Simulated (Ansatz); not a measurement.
# SiOF+ (triplet): one geometry, many settings

Aim: run SiOF+ (triplet) at one geometry under a spread of methods and options, and see what each costs and gives.

Method: the settings change from run to run; program: Ansatz 0.2.0, Gaussian basis.

23 further runs of the same task are left out: 4 for a known fault of the program, 8 that didn't finish, 11 set aside as unsound or not needed.

### Step 1. The system

The geometry is a PBE0/def2-TZVP stationary point (not a proven minimum) of the parent state, kept for this charge and spin.

3 atoms, charge 1, spin multiplicity 3.

Atoms are counted from 1 here; the program's logs count them from 0.

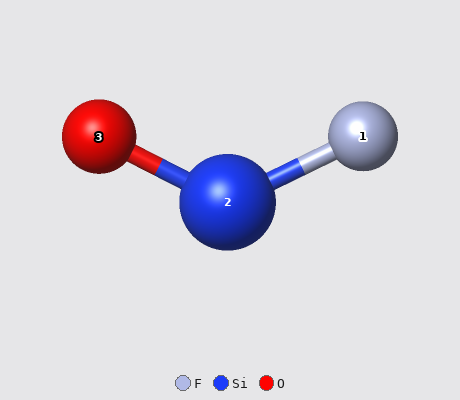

The geometry (fluorine light blue, silicon blue, oxygen red); atoms are numbered from 1 in the order of the file.

### Step 2. MRCISD+Q(relaxed)(10,6)/6-31G

Contents of in.yaml:

```yaml
crystal:
  periodic: [false, false, false]
  atoms:
    - {symbol: F, position_ang: [0.000000, -0.279589, 1.346482]}
    - {symbol: Si, position_ang: [0.000000, 0.382864, -0.095161]}
    - {symbol: O, position_ang: [0.000000, -0.340087, -1.431827]}
basis:
  gaussian: {orbitals: 6-31G}
total_charge: 1
magnetization: {spin_polarized: false, initial_magnetization: 2}
correlation: {method: fic_mrcisd_q_relaxed, electrons: outside_noble_gas, active_space: {window: {electrons: 10, orbitals: 6}}}
```

Run with:

```bash
$ ansatz run in.yaml --threads 1 --pin off --events-out ev --progress --plain --max-ram 2393MiB
```

The log of the run (excerpt; [...] marks lines left out):

```text
Functional definition: HF
  name "HF"
  cite "Fock, Z. Phys. 61, 126 (1930) doi:10.1007/BF01340294"
  parent pbe
[...]
291 factors; integrals over basis functions are off by at most 1.5e-4 eV
[...]
mean field -12591.12145338 eV, -462.7151788431 hartree, gradient 2.8e-6 eV, S^2 2.000000; 7 other end points of the search recorded, 0 dependent functions left out
reference -12591.12145338 eV, -462.7151788431 hartree; 16, 14 occupied and 15, 17 virtual orbitals, 291 factors
state -12591.12537776 eV, -462.7153230614 hartree
contracted CI cycle   1: correlation 0.00000000 eV, 0.0000000000 hartree, residual 2.62e1 eV
contracted CI cycle   2: correlation -6.14414801 eV, -0.2257932746 hartree, residual 4.45e0 eV
contracted CI cycle   3: correlation -6.44442331 eV, -0.2368281884 hartree, residual 1.77e0 eV
contracted CI cycle   4: correlation -6.48775360 eV, -0.2384205473 hartree, residual 5.23e-1 eV
contracted CI cycle   5: correlation -6.49174334 eV, -0.2385671677 hartree, residual 2.43e-1 eV
contracted CI cycle   6: correlation -6.49266926 eV, -0.2386011943 hartree, residual 9.30e-2 eV
contracted CI cycle   7: correlation -6.49283031 eV, -0.2386071129 hartree, residual 4.78e-2 eV
contracted CI cycle   8: correlation -6.49287752 eV, -0.2386088477 hartree, residual 2.32e-2 eV
contracted CI cycle   9: correlation -6.49288714 eV, -0.2386092014 hartree, residual 9.26e-3 eV
contracted CI cycle  10: correlation -6.49288854 eV, -0.2386092526 hartree, residual 3.89e-3 eV
contracted CI cycle  11: correlation -6.49288879 eV, -0.2386092620 hartree, residual 1.73e-3 eV
contracted CI cycle  12: correlation -6.49288884 eV, -0.2386092640 hartree, residual 6.86e-4 eV
state -12591.12537776 eV, -462.7153230614 hartree; corrected -12598.14389777 eV, -462.9732489143 hartree
WARN: 2 active orbitals are nearly empty or full. The corrections depend on them more than the energy does, and are more stable in an active space without them
Total energy: -12598.14389777 eV, -462.9732489143 hartree
```

Run time: 2.3 s. Hardware: 1 thread of Arm Neoverse V1, shared host.

From the report: 36 determinants; active occupations 2.00, 2.00, 2.00, 2.00, 1.00, 1.00. The report marks this result as in doubt.

### Step 3. HF/STO-3G

Contents of in.yaml:

```yaml
crystal:
  periodic: [false, false, false]
  atoms:
    - {symbol: F, position_ang: [0.000000, -0.279589, 1.346482]}
    - {symbol: Si, position_ang: [0.000000, 0.382864, -0.095161]}
    - {symbol: O, position_ang: [0.000000, -0.340087, -1.431827]}
basis:
  gaussian: {orbitals: STO-3G, fitting: {mean_field: def2-universal-jkfit}}
total_charge: 1
magnetization: {spin_polarized: true, initial_magnetization: 2}
hamiltonian: {xc: hf, pseudopotentials: {relativity: none}}
output: {forces: true, orbitals: {seedname: orbitals}}
```

Launched as before.

The log of the run (excerpt; [...] marks lines left out):

```text
Functional definition: HF
  name "HF"
  cite "Fock, Z. Phys. 61, 126 (1930) doi:10.1007/BF01340294"
  parent pbe
[...]
282 factors; integrals over basis functions are off by at most 7.5e-3 eV
[...]
mean field -12440.85897767 eV, -457.1931347124 hartree, gradient 9.7e-6 eV, S^2 2.019519; 4 other end points of the search recorded, 0 dependent functions left out
[...]
reference -12440.85897767 eV, -457.1931347124 hartree; 16, 14 occupied and 3, 5 virtual orbitals, 282 factors
Total energy: -12440.85897767 eV, -457.1931347124 hartree
Atom 0 at     0.000000    -0.279589     1.346482 Å, force     0.000000    -0.779278    -0.563627 eV/Å
Atom 1 at     0.000000     0.382864    -0.095161 Å, force    -0.000000     5.857476     7.882288 eV/Å
Atom 2 at     0.000000    -0.340087    -1.431827 Å, force    -0.000000    -5.078198    -7.318661 eV/Å
Dipole moment:    -0.000000     0.425090    -0.128469 e Å
```

Wall time 0.27 s (1 thread of Arm Neoverse V1, shared host).

From the report: ⟨S²⟩ of the determinant 2.020 (pure triplet: 2.00).

### Step 4. HF/cc-pVDZ

Contents of in.yaml:

```yaml
crystal:
  periodic: [false, false, false]
  atoms:
    - {symbol: F, position_ang: [0.000000, -0.279589, 1.346482]}
    - {symbol: Si, position_ang: [0.000000, 0.382864, -0.095161]}
    - {symbol: O, position_ang: [0.000000, -0.340087, -1.431827]}
basis:
  gaussian: {orbitals: cc-pVDZ}
total_charge: 1
magnetization: {spin_polarized: false, initial_magnetization: 2}
hamiltonian: {xc: hf}
output: {orbitals: {seedname: orbitals}}
```

The command is unchanged.

The log of the run:

```text
Functional definition: HF
  name "HF"
  cite "Fock, Z. Phys. 61, 126 (1930) doi:10.1007/BF01340294"
  parent pbe
  exchange = exact_x
  correlation = 0
442 factors; integrals over basis functions are off by at most 5.2e-4 eV
mean field evaluation 1: about -12589.5410 eV, gradient 5.3e1 eV
mean field evaluation 2: about -12589.6071 eV, gradient 5.2e1 eV
mean field evaluation 4: about -12595.0886 eV, gradient 3.3e0 eV
mean field evaluation 8: about -12595.2108 eV, gradient 3.8e-1 eV
mean field evaluation 16: about -12595.2131 eV, gradient 3.6e-6 eV
mean field evaluation 32: about -12595.1379 eV, gradient 2.4e-1 eV
mean field evaluation 64: about -12594.9812 eV, gradient 3.2e-6 eV
mean field -12595.21313202 eV, -462.8655452596 hartree, gradient 3.6e-6 eV, S^2 2.000000; 3 other end points of the search recorded, 0 dependent functions left out
reference -12595.21313202 eV, -462.8655452596 hartree; 16, 14 occupied and 30, 32 virtual orbitals, 442 factors
Total energy: -12595.21313202 eV, -462.8655452596 hartree
```

Run time: 0.66 s. Hardware: 1 thread of Arm Neoverse V1, shared host.

### Step 5. CCSD on ROHF/cc-pVDZ

Edit in.yaml of step 4 so:

```diff
@@ -10,3 +10,4 @@
 magnetization: {spin_polarized: false, initial_magnetization: 2}
-hamiltonian: {xc: hf}
-output: {orbitals: {seedname: orbitals}}
+correlation: {method: ccsd, electrons: valence}
+scf: {lower_state_search: off}
+output: {forces: true}
```

Launched as before.

The log of the run (excerpt; [...] marks lines left out):

```text
Functional definition: HF
  name "HF"
  cite "Fock, Z. Phys. 61, 126 (1930) doi:10.1007/BF01340294"
  parent pbe
[...]
442 factors; integrals over basis functions are off by at most 5.2e-4 eV
[...]
mean field -12595.21313202 eV, -462.8655452596 hartree, gradient 9.8e-6 eV, S^2 2.000000; 0 other end points of the search recorded, 0 dependent functions left out
7 core orbitals not correlated: weight in the atoms' cores, before any rotation towards them, 1.000 or more for the frozen orbitals, at most 0.000 for the correlated occupied ones
reference -12595.21313202 eV, -462.8655452596 hartree; 9, 7 occupied and 30, 32 virtual orbitals, 442 factors
second order -10.46134524 eV of doubles, -0.09082810 eV of singles
cycle   1  -10.58979647 eV  change   -3.6e-2 eV  update   9.7e-2
[...]
cycle  22  -10.98369215 eV  change    1.5e-8 eV  update   1.1e-7
[...]
Total energy: -12606.19682417 eV, -463.2691885013 hartree
Atom 0 at     0.000000    -0.279589     1.346482 Å, force     0.000000    -0.558608     0.084685 eV/Å
Atom 1 at     0.000000     0.382864    -0.095161 Å, force    -0.000000     4.726867     6.585692 eV/Å
Atom 2 at     0.000000    -0.340087    -1.431827 Å, force     0.000000    -4.168258    -6.670377 eV/Å
Dipole moment:     0.000000     0.445370    -0.239290 e Å
Checks for a lower state left out: starts, cluster_reference, orbital_swaps, neighbouring_geometries, increment
```

It took 4.7 s on 1 thread of Arm Neoverse V1, shared host.

From the report: correlation -10.9837 eV; T1 0.026; largest double amplitude 0.04.

### Step 6. BCCD on ROHF/STO-3G

Edit in.yaml of step 5 so:

```diff
@@ -7,7 +7,6 @@
 basis:
-  gaussian: {orbitals: cc-pVDZ}
+  gaussian: {orbitals: STO-3G}
 total_charge: 1
 magnetization: {spin_polarized: false, initial_magnetization: 2}
-correlation: {method: ccsd, electrons: valence}
-scf: {lower_state_search: off}
-output: {forces: true}
+correlation: {method: bccd, electrons: outside_noble_gas}
+accuracy: high
```

Launched as before.

The log of the run (excerpt; [...] marks lines left out):

```text
Functional definition: HF
  name "HF"
  cite "Fock, Z. Phys. 61, 126 (1930) doi:10.1007/BF01340294"
  parent pbe
[...]
332 factors; integrals over basis functions are off by at most 1.9e-8 eV
[...]
mean field -12440.72752244 eV, -457.1883038218 hartree, gradient 9.3e-8 eV, S^2 2.000000; 12 other end points of the search recorded, 0 dependent functions left out
[...]
determinant -12440.72752244 eV, -457.1883038218 hartree, with singles and doubles -12443.36921302 eV, -457.2853841600 hartree
determinant -12440.42250801 eV, -457.1770947480 hartree, with singles and doubles -12443.09211177 eV, -457.2752008767 hartree
determinant -12438.26586969 eV, -457.0978397518 hartree, with singles and doubles -12441.04543750 eV, -457.1999869846 hartree
determinant -12436.49303163 eV, -457.0326891545 hartree, with singles and doubles -12439.62003014 eV, -457.1476042303 hartree
determinant -12440.72752244 eV, -457.1883038218 hartree, with singles and doubles -12443.38136453 eV, -457.2858307198 hartree
determinant -12440.42250801 eV, -457.1770947480 hartree, with singles and doubles -12443.10653740 eV, -457.2757310090 hartree
7 core orbitals not correlated: weight in the atoms' cores, before any rotation towards them, 1.000 or more for the frozen orbitals, at most 0.000 for the correlated occupied ones
reference -12440.72752244 eV, -457.1883038218 hartree; 9, 7 occupied and 3, 5 virtual orbitals, 332 factors
second order -2.10646390 eV of doubles, -0.05047906 eV of singles
cycle   1  -2.55198772 eV  change    1.0e-1 eV  update   3.0e-2
[...]
cycle  34  -2.55184455 eV  change   7.8e-10 eV  update  6.9e-10
Total energy: -12443.27936699 eV, -457.2820823793 hartree
```

It took 1.2 s on 1 thread of Arm Neoverse V1, shared host.

From the report: correlation -2.5518 eV; largest double amplitude 0.06.

### Step 7. CISD/cc-pVDZ

Contents of in.yaml:

```yaml
crystal:
  periodic: [false, false, false]
  atoms:
    - {symbol: F, position_ang: [0.000000, -0.279589, 1.346482]}
    - {symbol: Si, position_ang: [0.000000, 0.382864, -0.095161]}
    - {symbol: O, position_ang: [0.000000, -0.340087, -1.431827]}
basis:
  gaussian: {orbitals: cc-pVDZ, point_charges: [{charge: 0.50, position_ang: [2.593, -0.133, 0.950]}]}
total_charge: 1
magnetization: {spin_polarized: false, initial_magnetization: 2}
correlation: {active_space: {ras: {orbitals: [7, 2, 30], electrons: 16, max_holes: 2, max_particles: 2}, fixed_orbitals: true}}
scf: {lower_state_search: light}
output: {forces: true}
```

The command is unchanged.

The log of the run (excerpt; [...] marks lines left out):

```text
Functional definition: HF
  name "HF"
  cite "Fock, Z. Phys. 61, 126 (1930) doi:10.1007/BF01340294"
  parent pbe
[...]
442 factors; integrals over basis functions are off by at most 5.8e-4 eV
[...]
mean field -12592.65038252 eV, -462.7713659526 hartree, gradient 2.5e-6 eV, S^2 2.000000; 5 other end points of the search recorded, 0 dependent functions left out
reference -12592.65038252 eV, -462.7713659526 hartree; 16, 14 occupied and 30, 32 virtual orbitals, 442 factors
state -12602.79085448 eV, -463.1440214237 hartree
[...]
Total energy: -12602.79085448 eV, -463.1440214237 hartree
Atom 0 at     0.000000    -0.279589     1.346482 Å, force     0.196718    -0.491132    -0.129027 eV/Å
Atom 1 at     0.000000     0.382864    -0.095161 Å, force    -0.937640     4.662130     5.975114 eV/Å
Atom 2 at     0.000000    -0.340087    -1.431827 Å, force    -0.033534    -3.976017    -6.284905 eV/Å
Dipole moment:    -0.131019     0.475584    -0.295289 e Å
```

Wall time 11 s (1 thread of Arm Neoverse V1, shared host).

From the report: 378,891 determinants.

### Step 8. CCSD on UHF/cc-pVDZ

Contents of in.yaml:

```yaml
crystal:
  periodic: [false, false, false]
  atoms:
    - {symbol: F, position_ang: [0.000000, -0.279589, 1.346482]}
    - {symbol: Si, position_ang: [0.000000, 0.382864, -0.095161]}
    - {symbol: O, position_ang: [0.000000, -0.340087, -1.431827]}
basis:
  gaussian: {orbitals: cc-pVDZ}
total_charge: 1
magnetization: {spin_polarized: true, initial_magnetization: 2}
correlation: {method: ccsd, electrons: outside_noble_gas}
```

The command is unchanged.

The log of the run (excerpt; [...] marks lines left out):

```text
Functional definition: HF
  name "HF"
  cite "Fock, Z. Phys. 61, 126 (1930) doi:10.1007/BF01340294"
  parent pbe
[...]
442 factors; integrals over basis functions are off by at most 5.2e-4 eV
[...]
mean field -12595.35315569 eV, -462.8706910345 hartree, gradient 3.9e-6 eV, S^2 2.008959; 9 other end points of the search recorded, 0 dependent functions left out
determinant -12595.35315569 eV, -462.8706910345 hartree, with singles and doubles -12606.19487926 eV, -463.2691170270 hartree
determinant -12595.12159559 eV, -462.8621813579 hartree, with singles and doubles -12605.95509534 eV, -463.2603051304 hartree
determinant -12593.29138220 eV, -462.7949222565 hartree, with singles and doubles -12604.23642658 eV, -463.1971452186 hartree
determinant -12595.35315569 eV, -462.8706910345 hartree, with singles and doubles -12606.19995317 eV, -463.2693034898 hartree
determinant -12595.12159559 eV, -462.8621813579 hartree, with singles and doubles -12605.95846804 eV, -463.2604290748 hartree
7 core orbitals not correlated: weight in the atoms' cores, before any rotation towards them, 1.000 or more for the frozen orbitals, at most 0.000 for the correlated occupied ones
reference -12595.35315569 eV, -462.8706910345 hartree; 9, 7 occupied and 30, 32 virtual orbitals, 442 factors
second order -10.41302215 eV of doubles, -0.00000000 eV of singles
cycle   1  -10.84679150 eV  change    6.0e-6 eV  update   3.0e-6
Total energy: -12606.19994719 eV, -463.2693032700 hartree
```

Run time: 5.5 s. Hardware: 1 thread of Arm Neoverse V1, shared host.

From the report: ⟨S²⟩ of the determinant 2.009 (pure triplet: 2.00); correlation -10.8468 eV; T1 0.023; largest double amplitude 0.04.

### Step 9. CCSD(T) on ROHF/cc-pVDZ

Edit in.yaml of step 8 so:

```diff
@@ -9,3 +9,4 @@
 total_charge: 1
-magnetization: {spin_polarized: true, initial_magnetization: 2}
-correlation: {method: ccsd, electrons: outside_noble_gas}
+magnetization: {spin_polarized: false, initial_magnetization: 2}
+correlation: {method: ccsd_t, electrons: outside_noble_gas}
+accuracy: high
```

The command is unchanged.

The log of the run (excerpt; [...] marks lines left out):

```text
Functional definition: HF
  name "HF"
  cite "Fock, Z. Phys. 61, 126 (1930) doi:10.1007/BF01340294"
  parent pbe
[...]
893 factors; integrals over basis functions are off by at most 3.1e-9 eV
[...]
mean field -12595.21334302 eV, -462.8655530139 hartree, gradient 3.5e-8 eV, S^2 2.000000; 7 other end points of the search recorded, 0 dependent functions left out
[...]
determinant -12595.21334302 eV, -462.8655530139 hartree, with singles and doubles -12606.19140304 eV, -463.2689892781 hartree
determinant -12594.98141051 eV, -462.8570296512 hartree, with singles and doubles -12605.95049498 eV, -463.2601360704 hartree
determinant -12593.14274338 eV, -462.7894598803 hartree, with singles and doubles -12604.23455823 eV, -463.1970765580 hartree
determinant -12595.21334302 eV, -462.8655530139 hartree, with singles and doubles -12606.19705955 eV, -463.2691971512 hartree
determinant -12594.98141051 eV, -462.8570296512 hartree, with singles and doubles -12605.95463647 eV, -463.2602882672 hartree
[...]
7 core orbitals not correlated: weight in the atoms' cores, before any rotation towards them, 1.000 or more for the frozen orbitals, at most 0.000 for the correlated occupied ones
reference -12595.21334302 eV, -462.8655530139 hartree; 9, 7 occupied and 30, 32 virtual orbitals, 893 factors
second order -10.46137325 eV of doubles, -0.09082787 eV of singles
cycle   1  -10.98371008 eV  change    6.4e-6 eV  update   3.1e-6
[...]
cycle  18  -10.98370783 eV  change  -5.5e-10 eV  update  5.2e-10
perturbative correction -0.25253946 eV, -0.0092806541 hartree
Total energy: -12606.44959031 eV, -463.2784774856 hartree
```

It took 11 s on 1 thread of Arm Neoverse V1, shared host.

From the report: correlation -11.2362 eV; T1 0.026; largest double amplitude 0.04.

### Step 10. CISD/6-31G

Edit in.yaml of step 9 so:

```diff
@@ -7,6 +7,5 @@
 basis:
-  gaussian: {orbitals: cc-pVDZ}
+  gaussian: {orbitals: 6-31G, point_charges: [{charge: -0.50, position_ang: [2.759, 0.432, 0.151]}]}
 total_charge: 1
 magnetization: {spin_polarized: false, initial_magnetization: 2}
-correlation: {method: ccsd_t, electrons: outside_noble_gas}
-accuracy: high
+correlation: {active_space: {ras: {orbitals: [7, 2, 15], electrons: 16, max_holes: 2, max_particles: 2}, fixed_orbitals: true}}
```

The command is unchanged.

The log of the run:

```text
Functional definition: HF
  name "HF"
  cite "Fock, Z. Phys. 61, 126 (1930) doi:10.1007/BF01340294"
  parent pbe
  exchange = exact_x
  correlation = 0
291 factors; integrals over basis functions are off by at most 1.5e-4 eV
mean field evaluation 1: about -12588.3357 eV, gradient 5.3e1 eV
mean field evaluation 2: about -12588.4517 eV, gradient 5.2e1 eV
mean field evaluation 4: about -12593.8298 eV, gradient 2.9e0 eV
mean field evaluation 8: about -12593.9451 eV, gradient 4.0e-1 eV
mean field evaluation 16: about -12593.9473 eV, gradient 2.9e-2 eV
mean field evaluation 32: about -12594.0803 eV, gradient 2.1e-6 eV
mean field evaluation 64: about -12594.0522 eV, gradient 1.8e0 eV
mean field -12594.08031707 eV, -462.8239150781 hartree, gradient 2.3e-6 eV, S^2 2.000000; 5 other end points of the search recorded, 0 dependent functions left out
reference -12594.08031707 eV, -462.8239150781 hartree; 16, 14 occupied and 15, 17 virtual orbitals, 291 factors
state -12600.53751856 eV, -463.0612128561 hartree
Total energy: -12600.53751856 eV, -463.0612128561 hartree
```

Wall time 1.9 s (1 thread of Arm Neoverse V1, shared host).

From the report: 96,336 determinants.

### Step 11. The runs in one table

Where basis and cores are those of an earlier UCCSDT(Q)/cc-pVDZ run (-12606.5098 eV), and the state is the same kind, the miss against it is given. † marks a result that the program doubts.

```csv
level,correlated,functions,energy (eV),from UCCSDT(Q) (meV),time
"MRCISD+Q(relaxed)(10,6)/6-31G †",outside noble gas,31,-12598.1439,,2.3 s
HF/STO-3G,,19,-12440.8590,,0.27 s
HF/cc-pVDZ,,46,-12595.2131,11296.6,0.66 s
CCSD on ROHF/cc-pVDZ,valence,46,-12606.1968,312.9,4.7 s
BCCD on ROHF/STO-3G,outside noble gas,19,-12443.2794,,1.2 s
CISD/cc-pVDZ (beside a point charge),outside noble gas,46,-12602.7909,,11 s
CCSD on UHF/cc-pVDZ,outside noble gas,46,-12606.1999,309.8,5.5 s
CCSD(T) on ROHF/cc-pVDZ,outside noble gas,46,-12606.4496,60.2,11 s
CISD/6-31G (beside a point charge),outside noble gas,31,-12600.5375,,1.9 s
```

### Step 12. Summary of results

| quantity | value |
| --- | --- |
| runs | 9 |
| quickest | HF/STO-3G, 0.27 s |
| slowest | CISD/cc-pVDZ (beside a point charge), 11 s |

**Reading.** Total energies in different bases, with other cores or another treatment of relativity can't be set against each other. CISD/cc-pVDZ (beside a point charge) took 39 times as long as HF/STO-3G; the jobs differ in more than the method. Among the correlated runs with a miss given, it spans +60 to +313 meV. Hartree-Fock, CASSCF and CASCI lack dynamic correlation by design.
